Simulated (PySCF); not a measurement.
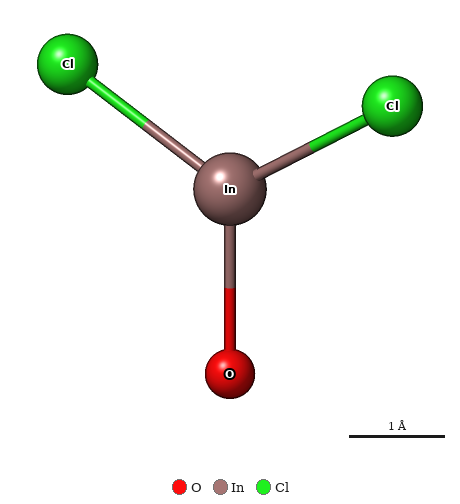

Fig. 1: The structure (ball-and-stick view, seen at a tilt). Sticks mark near contacts.

InCl$_{2}$O (charge −1): single-point calculation

System: InCl$_{2}$O, charge −1.
Method: CAM-B3LYP/def2-SVPD, RKS, core potentials def2-svp (PySCF 2.14.0).

The geometry is that of the parent species in another charge or spin state. The geometry comes from this level: PBE0-D4/def2-TZVP.

### Log
```
converged SCF energy = -1185.54417070119
E(CAM-B3LYP) = -1185.544170701
```

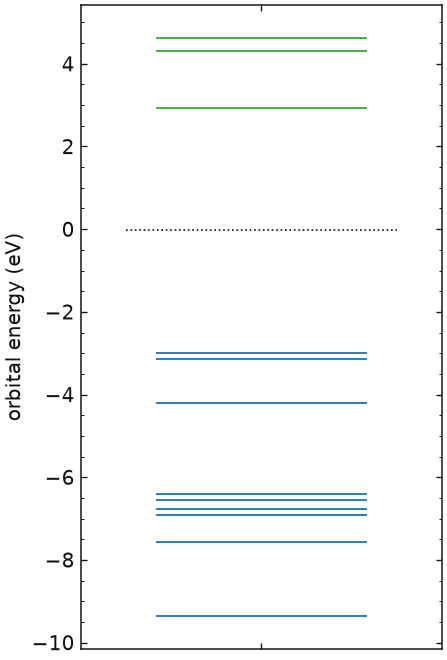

Fig. 2: Orbital energies near the frontier; the dotted line parts filled from empty levels, and levels within 0.02 eV of each other stand side by side. Highest filled −3.01 eV, lowest empty 2.94 eV, 5.95 eV apart.

The run was set up as follows.

### The input (input.py)
```python
from pyscf import gto, dft

molecule = gto.M(
    atom='''
O      1.145741     1.916182     3.151307
In     0.059904     0.030236     0.085794
Cl     1.401421    -4.053463    -0.469030
Cl    -2.502186     1.993094    -2.806621
''',
    spin=0,
    basis='def2-svpd',
    max_memory=1860,
    charge=-1,
    ecp={'In': 'def2-svp'},
    verbose=3,
    unit='bohr',
)

calc0 = dft.RKS(molecule)
calc0.xc = 'cam-b3lyp'
calc0.grids.level = 5
calc0.conv_tol = 1e-10
calc0.kernel()
if not calc0.converged:
    calc0 = calc0.newton().run(calc0.mo_coeff, calc0.mo_occ)

energy = calc0.e_tot
print('E(%s) = %.9f' % ('CAM-B3LYP', energy))
```

Launched with:
```bash
OMP_NUM_THREADS=1 python input.py
```

### Results in brief

```json
{"quantity": "outcome", "value": "converged"}
{"quantity": "total energy", "value": "−1185.544171 hartree"}
{"quantity": "basis functions", "value": "109"}
{"quantity": "HOMO", "value": "−3.01 eV"}
{"quantity": "LUMO", "value": "2.94 eV"}
{"quantity": "hardware", "value": "1 thread of Intel Xeon @ 2.70GHz, 189 GiB of memory available, shared host"}
{"quantity": "wall time", "value": "40 s"}
{"quantity": "peak memory", "value": "0.58 GiB"}
```

The record of the run, not the program, notes: dipole of an ion depends on the origin.
